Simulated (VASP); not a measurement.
Band structure of CaO (rock salt). Calculation: PBE GGA with D4 dispersion, VASP's PBE PAW potentials (set 64) (plane waves; VASP 6.6.1).

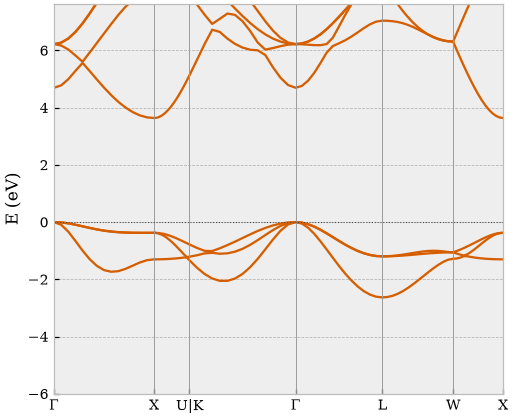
Figure: Bands along high-symmetry lines, zero at the valence-band maximum or, without a gap, the Fermi level

Task: Read the plot: is there a gap, and where are the band edges?

Result: The gap is indirect, 3.64 eV, from the valence maximum at Γ to the conduction minimum at X. (Edges off the drawn lines would not show.)

The compound is CaO in the rock salt structure. The cell was not relaxed at this level.
